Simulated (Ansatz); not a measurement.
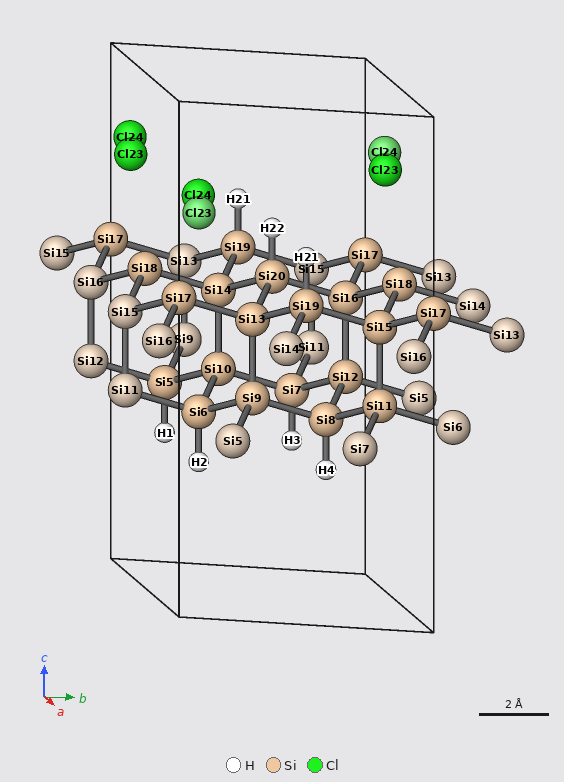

The structure as given in the input (ball-and-stick view of the cell of the calculation, with the vacuum cut short, seen slightly off an axis; neighbours outside the cell are drawn fainter; atoms are numbered from 1 in the order of the input). Near neighbours in the crystal (not all of them lie inside the picture): H has 1 Si at 1.45 to 1.50 Å; Si has 1 H at 1.45 to 1.50 Å and 3 Si at 2.35 Å; Si has 4 Si at 2.35 Å; Si has 3 Si at 2.35 Å; Cl has 1 Cl at 2.00 Å.

**Geometry relaxation, with input and output: Si8H3Cl (part 1 of 2)**

The run: geometry relaxation of Si8H3Cl (slab, 24 atoms in the cell). Method and program: DFT PBEsol, scalar-relativistic, plane waves, PAW, PAW set soft_1, no spin polarisation (Ansatz 0.2.0).

The input holds or restrains some coordinates. It belongs to a series of runs on one base structure; here: start relaxed. Figures and captions count atoms from 1; the log counts them from 0 in places.

Input:
```yaml
crystal:
  lattice:
    - [7.67918, 0.0, 0.0]
    - [3.83959, 6.650365, 0.0]
    - [0.0, 0.0, 18.868765]
  atoms:
    - { symbol: H, position: [0.1666667, 0.1666667, 0.0529976] }
    - { symbol: H, position: [0.6666667, 0.1666667, 0.0529976] }
    - { symbol: H, position: [0.1666667, 0.6666667, 0.0529976] }
    - { symbol: H, position: [0.6666667, 0.6666667, 0.0529976] }
    - { symbol: Si, position: [0.1666667, 0.1666667, 0.1324941] }
    - { symbol: Si, position: [0.6666667, 0.1666667, 0.1324941] }
    - { symbol: Si, position: [0.1666667, 0.6666667, 0.1324941] }
    - { symbol: Si, position: [0.6666667, 0.6666667, 0.1324941] }
    - { symbol: Si, position: [-0.1666667, 0.3333333, 0.1740312] }
    - { symbol: Si, position: [0.3333333, 0.3333333, 0.1740312] }
    - { symbol: Si, position: [-0.1666667, 0.8333333, 0.1740312] }
    - { symbol: Si, position: [0.3333333, 0.8333333, 0.1740312] }
    - { symbol: Si, position: [-0.1666667, 0.3333333, 0.2986423] }
    - { symbol: Si, position: [0.3333333, 0.3333333, 0.2986423] }
    - { symbol: Si, position: [-0.1666667, 0.8333333, 0.2986423] }
    - { symbol: Si, position: [0.3333333, 0.8333333, 0.2986423] }
    - { symbol: Si, position: [0.0, 0.0, 0.3401794] }
    - { symbol: Si, position: [0.5, 0.0, 0.3401794] }
    - { symbol: Si, position: [0.0, 0.5, 0.3401794] }
    - { symbol: Si, position: [0.5, 0.5, 0.3401794] }
    - { symbol: H, position: [0.0, 0.5, 0.417026] }
    - { symbol: H, position: [0.5, 0.5, 0.417026] }
    - { symbol: Cl, position: [0.2390313, 0.0143795, 0.4975824] }
    - { symbol: Cl, position: [-0.0506957, 0.0894216, 0.5002323] }
basis:
  ecutwfc: 420.0
kpoints:
  mp_grid: { grid: [2, 2, 1] }
hamiltonian:
  xc: pbesol
  pseudopotentials: { kind: paw, azcp: { folder: soft_1 } }
scf:
  occupations: { method: fermi_dirac, width: 0.02 }
  lower_state_search: "off"
relax:
  f_tol: 0.08
  max_steps: 25
  adjacent_minimum: "off"
  constraints: [{ sites: [0, 1, 2, 3, 4, 5, 6, 7] }]
```

Run on 1 thread of Arm Neoverse V2, 24 GiB of memory available, shared host.

Launched with:
```bash
ansatz run input.yaml --threads 1 --pin off --max-ram 3072MiB --backend cpu --events-out ev --progress --plain --runs-dir out
```

The program's output:
```
Warning: [file] the record states the generating functional pbe (its physics header spells it `PBE`), which answers neither for hamiltonian.xc's functional nor for the pbesol family's — results may be inconsistent (PPs are generated against a specific XC)
Warning: [file] the record states the generating functional pbe (its physics header spells it `PBE`), which answers neither for hamiltonian.xc's functional nor for the pbesol family's — results may be inconsistent (PPs are generated against a specific XC)
Warning: [file] the record states the generating functional pbe (its physics header spells it `PBE`), which answers neither for hamiltonian.xc's functional nor for the pbesol family's — results may be inconsistent (PPs are generated against a specific XC)
Engine: ansatz 0.2.0, aarch64-unknown-linux-gnu
Pseudopotentials: kind: paw
Pseudopotential: H, paw, valence charge 1, recommended cutoff 420 eV (normal), [file]
Pseudopotential: Si, paw, valence charge 4, recommended cutoff 420 eV (normal), [file]
Pseudopotential: Cl, paw, valence charge 7, recommended cutoff 420 eV (normal), [file]
Functional definition: PBEsol
  exchange = pbesol_x
  correlation = pbesol_c
Crystal: 24 atoms, lattice volume = 963.616 Å³
Basis set: ecut = 420 eV, 18813 PW (Γ), exchange–correlation on 108×108×256 points (8 copies of the dense FFT grid, shifted against one another)
Bands: 66, of which v1, the nominal top of the filled ones, is band 42 counted from 1 (41 counted from 0)
Symmetry: 1 space group operations
Space group: P1 (ITA 1), of the structure as read, at distance tolerance 9.9e-5 Å
k-points: 4
Non-local potential: H, projectors of the file, l = 0: 2, l = 1: 1
Non-local potential: Si, projectors of the file, l = 0: 2, l = 1: 2, l = 2: 1
Non-local potential: Cl, projectors of the file, l = 0: 2, l = 1: 2, l = 2: 1
PAW form: soft (Blöchl's): semilocal exchange-correlation on the pseudo side does not see the compensation charge
PAW frozen core: Si, regenerated for the run's functional, and the local potential with it (the file was generated under x = pbe(κ = 0.804, μ = 0.2195149727645171), c = pbe(β = 0.06672455060314922))
PAW frozen core: Cl, regenerated for the run's functional, and the local potential with it (the file was generated under x = pbe(κ = 0.804, μ = 0.2195149727645171), c = pbe(β = 0.06672455060314922))
PAW one-centre angular grid: H, 110 points (default); XC on 64 Gauss nodes
PAW one-centre angular grid: Si, 110 points (default); XC on 64 Gauss nodes
PAW one-centre angular grid: Cl, 110 points (default); XC on 64 Gauss nodes
Initial density: superposition of atomic densities (neutral atoms: chi_scale 0, normalization atom)
Initial wavefunctions: pseudopotential atomic-orbital guess
Functional: x = pbesol(κ = 0.804, μ = 0.12345679012345678), c = pbesol(β = 0.046)
SCF iter   1: F=—  HF=-12158.976721 eV  |F-HF|=—  |Δ(HF+E_count)|=         —  Δρ=3.79e-2  dr2=1.50e1  ethr=3.10e-3  ⟨swp⟩=10.2  Hψ=1763  notcnv=0  defer=35
preconditioner: auto → LDOS  [insulator: Δε(μ)=0.115 eV  Ē_g=8.476 eV  σ=0.020 eV  W_gap=0.89  n_scr=94 (ndim 8)  ℏωp=10.8 eV  f_vac=0.457  D(μ)=3.66/eV (n_scr^D=4)  ε∞_Penn≈2.6  β→1.0]
SCF iter   2: F=—  HF=-12155.077090 eV  |F-HF|=—  |Δ(HF+E_count)|=    3.90e0  Δρ=1.10e-2  dr2=2.29e0  ethr=3.10e-3  ⟨swp⟩=4.0  Hψ=558  notcnv=0  defer=61
SCF iter   3: F=—  HF=-12154.679033 eV  |F-HF|=—  |Δ(HF+E_count)|=   3.98e-1  Δρ=3.33e-3  dr2=4.42e-1  ethr=2.73e-3  ⟨swp⟩=3.2  Hψ=493  notcnv=0  defer=56
SCF iter   4: F=—  HF=-12154.646249 eV  |F-HF|=—  |Δ(HF+E_count)|=   3.28e-2  Δρ=1.93e-3  dr2=2.42e-1  ethr=5.26e-4  ⟨swp⟩=3.8  Hψ=389  notcnv=0  defer=56
SCF iter   5: F=—  HF=-12154.628282 eV  |F-HF|=—  |Δ(HF+E_count)|=   1.80e-2  Δρ=1.51e-3  dr2=1.14e-1  ethr=2.89e-4  ⟨swp⟩=3.0  Hψ=290  notcnv=0  defer=57
SCF iter   6: F=—  HF=-12154.614546 eV  |F-HF|=—  |Δ(HF+E_count)|=   1.37e-2  Δρ=1.01e-3  dr2=3.56e-2  ethr=1.36e-4  ⟨swp⟩=3.0  Hψ=322  notcnv=0  defer=60
SCF iter   7: F=—  HF=-12154.611028 eV  |F-HF|=—  |Δ(HF+E_count)|=   3.52e-3  Δρ=6.55e-4  dr2=1.60e-2  ethr=4.24e-5  ⟨swp⟩=3.2  Hψ=350  notcnv=0  defer=62
SCF iter   8: F=—  HF=-12154.609315 eV  |F-HF|=—  |Δ(HF+E_count)|=   1.71e-3  Δρ=3.67e-4  dr2=4.19e-3  ethr=1.91e-5  ⟨swp⟩=3.2  Hψ=337  notcnv=0  defer=62
SCF iter   9: F=—  HF=-12154.608881 eV  |F-HF|=—  |Δ(HF+E_count)|=   4.34e-4  Δρ=1.75e-4  dr2=8.33e-4  ethr=4.99e-6  ⟨swp⟩=2.5  Hψ=334  notcnv=0  defer=62
SCF iter  10: F=—  HF=-12154.608797 eV  |F-HF|=—  |Δ(HF+E_count)|=   8.36e-5  Δρ=8.61e-5  dr2=2.07e-4  ethr=9.91e-7  ⟨swp⟩=2.5  Hψ=331  notcnv=0  defer=62
SCF iter  11: F=-12154.608769 eV  HF=-12154.608786 eV  |F-HF|=1.69e-5  |Δ(HF+E_count)|=   1.13e-5  Δρ=3.50e-5  dr2=2.96e-5  ethr=1.19e-7  ⟨swp⟩=3.0  Hψ=1005  notcnv=0
SCF 1 converged in 11 iterations: F = -12154.608769 eV  dr2 = 2.96e-5
  greatest PAW one-centre occupation: 0.912 electrons in one spin orbital (limit 2), on the Cl atom at site 22 (counted from 0), in its partial waves of l = 0
relax step   1: F+E_penalty+E_count = -12154.60876902 eV  Δ(F+E_penalty+E_count) = +0.000e0 eV  max|allowed force component| = 1.604e0 eV/Å  Δτ_max = 0.0000 Å  (11 SCF iters, dr2 threshold 1.00e-4 eV, accepted)
Initial density: handed on by an earlier stage of this run
Initial wavefunctions: those handed on with the density
iter 1 solved again at ethr=1.72e-3 eV; its pass at ethr=3.10e-3 eV (dr2=1.45e0 eV) is discarded
SCF iter   1: F=—  HF=-12155.228133 eV  |F-HF|=—  |Δ(HF+E_count)|=         —  Δρ=7.18e-3  dr2=1.67e0  ethr=1.72e-3  ⟨swp⟩=1.2  Hψ=1071  notcnv=0  defer=56
preconditioner: auto → Resta (q_TF=auto, 1.817 Å⁻¹)  ε∞=2.7  [insulator: Δε(μ)=0.312 eV  Ē_g=8.320 eV  σ=0.020 eV  W_gap=1.00  n_scr=94 (ndim 8)  ℏωp=10.8 eV  f_vac=0.488  D(μ)=0.02/eV (n_scr^D=0)  ε∞_Penn≈2.7  vacuum switching on, ρ_ref=5.0e-3 e/Å³]
SCF iter   2: F=—  HF=-12155.331652 eV  |F-HF|=—  |Δ(HF+E_count)|=   1.04e-1  Δρ=7.28e-3  dr2=1.75e0  ethr=1.72e-3  ⟨swp⟩=3.0  Hψ=448  notcnv=0  defer=56
preconditioner: auto → LDOS  [insulator: Δε(μ)=0.125 eV  Ē_g=8.302 eV  σ=0.020 eV  W_gap=0.91  n_scr=94 (ndim 8)  ℏωp=10.8 eV  f_vac=0.489  D(μ)=3.23/eV (n_scr^D=4)  ε∞_Penn≈2.7  β→1.0]
SCF iter   3: F=—  HF=-12155.067671 eV  |F-HF|=—  |Δ(HF+E_count)|=   2.64e-1  Δρ=2.73e-3  dr2=2.04e-1  ethr=1.72e-3  ⟨swp⟩=3.0  Hψ=312  notcnv=0  defer=56
SCF iter   4: F=—  HF=-12155.048179 eV  |F-HF|=—  |Δ(HF+E_count)|=   1.95e-2  Δρ=8.89e-4  dr2=2.39e-2  ethr=2.43e-4  ⟨swp⟩=3.0  Hψ=343  notcnv=0  defer=62
SCF iter   5: F=—  HF=-12155.045655 eV  |F-HF|=—  |Δ(HF+E_count)|=   2.52e-3  Δρ=3.42e-4  dr2=4.97e-3  ethr=2.84e-5  ⟨swp⟩=3.2  Hψ=435  notcnv=0  defer=62
SCF iter   6: F=—  HF=-12155.045091 eV  |F-HF|=—  |Δ(HF+E_count)|=   5.64e-4  Δρ=9.24e-5  dr2=2.04e-4  ethr=5.92e-6  ⟨swp⟩=2.0  Hψ=287  notcnv=0  defer=62
SCF iter   7: F=-12155.045090 eV  HF=-12155.045101 eV  |F-HF|=1.17e-5  |Δ(HF+E_count)|=   1.05e-5  Δρ=3.43e-5  dr2=2.68e-5  ethr=1.19e-7  ⟨swp⟩=4.0  Hψ=964  notcnv=0
SCF 2 converged in 7 iterations: F = -12155.045090 eV  dr2 = 2.68e-5
  greatest PAW one-centre occupation: 0.914 electrons in one spin orbital (limit 2), on the Cl atom at site 22 (counted from 0), in its partial waves of l = 0
relax step   2: F+E_penalty+E_count = -12155.04508954 eV  Δ(F+E_penalty+E_count) = -4.363e-1 eV  max|allowed force component| = 1.377e0 eV/Å  Δτ_max = 0.1945 Å  (7 SCF iters, dr2 threshold 1.00e-4 eV, accepted)
[...]
preconditioner: auto → Resta (q_TF=auto, 1.817 Å⁻¹)  ε∞=2.7  [insulator: Δε(μ)=0.435 eV  Ē_g=8.282 eV  σ=0.020 eV  W_gap=1.00  n_scr=94 (ndim 8)  ℏωp=10.8 eV  f_vac=0.490  D(μ)=0.00/eV (n_scr^D=0)  ε∞_Penn≈2.7  vacuum switching on, ρ_ref=5.0e-3 e/Å³]
  greatest PAW one-centre occupation: 0.916 electrons in one spin orbital (limit 2), on the Cl atom at site 22 (counted from 0), in its partial waves of l = 0
relax step   3: F+E_penalty+E_count = -12155.42068612 eV  Δ(F+E_penalty+E_count) = -3.756e-1 eV  max|allowed force component| = 1.297e0 eV/Å  Δτ_max = 0.1949 Å  (8 SCF iters, dr2 threshold 1.00e-4 eV, accepted)
eigensolver tolerance schedule calibrated: the retry pair's looser diagonalisation under-reported the residual by θ = 0.13 (0.19/decade); ethr = c·dr2/N_el runs at the constant in force after the calibration composes with the one it found (an armed cap, an earlier calibration), c = 2.8e-2
preconditioner: auto → Resta (q_TF=auto, 1.817 Å⁻¹)  ε∞=2.7  [insulator: Δε(μ)=0.592 eV  Ē_g=8.241 eV  σ=0.020 eV  W_gap=1.00  n_scr=94 (ndim 8)  ℏωp=10.8 eV  f_vac=0.492  D(μ)=0.00/eV (n_scr^D=0)  ε∞_Penn≈2.7  vacuum switching on, ρ_ref=4.9e-3 e/Å³]
  greatest PAW one-centre occupation: 0.918 electrons in one spin orbital (limit 2), on the Cl atom at site 22 (counted from 0), in its partial waves of l = 0
relax step   4: F+E_penalty+E_count = -12155.77203663 eV  Δ(F+E_penalty+E_count) = -3.514e-1 eV  max|allowed force component| = 1.492e0 eV/Å  Δτ_max = 0.1912 Å  (7 SCF iters, dr2 threshold 1.00e-4 eV, accepted)
eigensolver tolerance schedule calibrated: the retry pair's looser diagonalisation under-reported the residual by θ = 0.09 (0.10/decade); ethr = c·dr2/N_el runs at the constant in force after the calibration composes with the one it found (an armed cap, an earlier calibration), c = 9.6e-2
preconditioner: auto → Resta (q_TF=auto, 1.817 Å⁻¹)  ε∞=2.7  [insulator: Δε(μ)=0.666 eV  Ē_g=8.478 eV  σ=0.020 eV  W_gap=1.00  n_scr=94 (ndim 8)  ℏωp=11.0 eV  f_vac=0.494  D(μ)=0.00/eV (n_scr^D=0)  ε∞_Penn≈2.7  vacuum switching on, ρ_ref=5.2e-3 e/Å³]
  greatest PAW one-centre occupation: 0.919 electrons in one spin orbital (limit 2), on the Cl atom at site 22 (counted from 0), in its partial waves of l = 0
relax step   5: F+E_penalty+E_count = -12156.22894387 eV  Δ(F+E_penalty+E_count) = -4.569e-1 eV  max|allowed force component| = 1.889e0 eV/Å  Δτ_max = 0.1936 Å  (6 SCF iters, dr2 threshold 1.00e-4 eV, accepted)
preconditioner: auto → Resta (q_TF=auto, 1.817 Å⁻¹)  ε∞=2.7  [insulator: Δε(μ)=0.789 eV  Ē_g=8.494 eV  σ=0.020 eV  W_gap=1.00  n_scr=94 (ndim 8)  ℏωp=11.0 eV  f_vac=0.497  D(μ)=0.00/eV (n_scr^D=0)  ε∞_Penn≈2.7  vacuum switching on, ρ_ref=5.2e-3 e/Å³]
relax step   6: F+E_penalty+E_count = -12157.03537859 eV  Δ(F+E_penalty+E_count) = -8.064e-1 eV  max|allowed force component| = 2.292e0 eV/Å  Δτ_max = 0.1948 Å  (6 SCF iters, dr2 threshold 1.00e-4 eV, accepted)
preconditioner: auto → Resta (q_TF=auto, 1.817 Å⁻¹)  ε∞=2.6  [insulator: Δε(μ)=1.061 eV  Ē_g=8.543 eV  σ=0.020 eV  W_gap=1.00  n_scr=94 (ndim 8)  ℏωp=11.0 eV  f_vac=0.499  D(μ)=0.00/eV (n_scr^D=0)  ε∞_Penn≈2.6  vacuum switching on, ρ_ref=5.3e-3 e/Å³]
  greatest PAW one-centre occupation: 0.913 electrons in one spin orbital (limit 2), on the Cl atom at site 22 (counted from 0), in its partial waves of l = 0
relax step   7: F+E_penalty+E_count = -12158.17720302 eV  Δ(F+E_penalty+E_count) = -1.142e0 eV  max|allowed force component| = 2.231e0 eV/Å  Δτ_max = 0.1947 Å  (6 SCF iters, dr2 threshold 1.00e-4 eV, accepted)
preconditioner: auto → Resta (q_TF=auto, 1.817 Å⁻¹)  ε∞=2.6  [insulator: Δε(μ)=1.234 eV  Ē_g=8.637 eV  σ=0.020 eV  W_gap=1.00  n_scr=94 (ndim 8)  ℏωp=11.0 eV  f_vac=0.501  D(μ)=0.00/eV (n_scr^D=0)  ε∞_Penn≈2.6  vacuum switching on, ρ_ref=5.4e-3 e/Å³]
  greatest PAW one-centre occupation: 0.908 electrons in one spin orbital (limit 2), on the Cl atom at site 22 (counted from 0), in its partial waves of l = 0
relax step   8: F+E_penalty+E_count = -12159.22175138 eV  Δ(F+E_penalty+E_count) = -1.045e0 eV  max|allowed force component| = 2.039e0 eV/Å  Δτ_max = 0.1948 Å  (5 SCF iters, dr2 threshold 1.00e-4 eV, accepted)
preconditioner: auto → Resta (q_TF=auto, 1.817 Å⁻¹)  ε∞=2.6  [insulator: Δε(μ)=1.248 eV  Ē_g=8.518 eV  σ=0.020 eV  W_gap=1.00  n_scr=94 (ndim 8)  ℏωp=10.8 eV  f_vac=0.504  D(μ)=0.00/eV (n_scr^D=0)  ε∞_Penn≈2.6  vacuum switching on, ρ_ref=5.3e-3 e/Å³]
  greatest PAW one-centre occupation: 0.906 electrons in one spin orbital (limit 2), on the Cl atom at site 22 (counted from 0), in its partial waves of l = 0
relax step   9: F+E_penalty+E_count = -12159.80787307 eV  Δ(F+E_penalty+E_count) = -5.861e-1 eV  max|allowed force component| = 1.158e0 eV/Å  Δτ_max = 0.1950 Å  (5 SCF iters, dr2 threshold 1.00e-4 eV, accepted)
preconditioner: auto → Resta (q_TF=auto, 1.817 Å⁻¹)  ε∞=2.7  [insulator: Δε(μ)=1.238 eV  Ē_g=8.303 eV  σ=0.020 eV  W_gap=1.00  n_scr=94 (ndim 8)  ℏωp=10.7 eV  f_vac=0.504  D(μ)=0.00/eV (n_scr^D=0)  ε∞_Penn≈2.7  vacuum switching on, ρ_ref=5.0e-3 e/Å³]
  greatest PAW one-centre occupation: 0.905 electrons in one spin orbital (limit 2), on the Cl atom at site 22 (counted from 0), in its partial waves of l = 0
relax step  10: F+E_penalty+E_count = -12160.04559360 eV  Δ(F+E_penalty+E_count) = -2.377e-1 eV  max|allowed force component| = 7.829e-1 eV/Å  Δτ_max = 0.1949 Å  (5 SCF iters, dr2 threshold 1.00e-4 eV, accepted)
preconditioner: auto → Resta (q_TF=auto, 1.817 Å⁻¹)  ε∞=2.7  [insulator: Δε(μ)=1.223 eV  Ē_g=8.322 eV  σ=0.020 eV  W_gap=1.00  n_scr=94 (ndim 8)  ℏωp=10.7 eV  f_vac=0.504  D(μ)=0.00/eV (n_scr^D=0)  ε∞_Penn≈2.7  vacuum switching on, ρ_ref=5.0e-3 e/Å³]
  greatest PAW one-centre occupation: 0.904 electrons in one spin orbital (limit 2), on the Cl atom at site 22 (counted from 0), in its partial waves of l = 0
```
